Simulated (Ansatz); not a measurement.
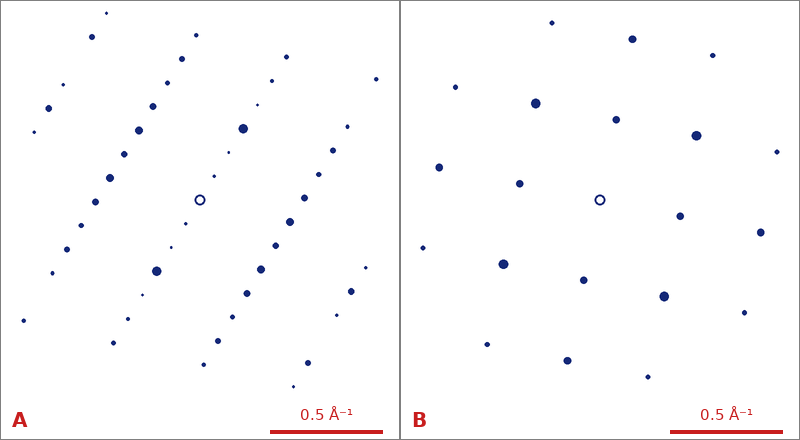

Kinematic electron diffraction patterns (200 kV, B = 0.5 Å², same scale, each along a low-index zone) of two structures of composition GaSiP, each relaxed at zero pressure with Ansatz 0.2.0, DFT PBE, scalar-relativistic, plane waves, PAW.

The structures (standard cells):
1. P4/nmm (No. 129), a = 3.836 Å, c = 8.287 Å, 6 atoms; generated start, possibly hypothetical
2. P4/nmm (No. 129), a = 3.558 Å, c = 7.989 Å, 6 atoms; generated start, possibly hypothetical

Question: Which pattern belongs to which structure, and along which zone?

Answer: A is structure 2 along [110] or an equivalent direction: rectangular net of 0 0 1 (weak) at d = 7.99 Å and 1 -1 0 at d = 2.52 Å, 90.0° apart (some points of this net are extinct or too weak to see). B is structure 1 along [001]: square net of 1 -1 0 at d = 2.71 Å and 1 1 0 at d = 2.71 Å, 90.0° apart (some points of this net are extinct or too weak to see).

Question: Rank the structures by their computed energy.

Answer: Structure 2 (P4/nmm, 16.85 Å³ an atom) is the lowest of these; structure 1 (P4/nmm, 20.32 Å³ an atom) lies about 59 meV an atom higher. These are static energies at 0 K; other structures, not shown, may lie lower still.
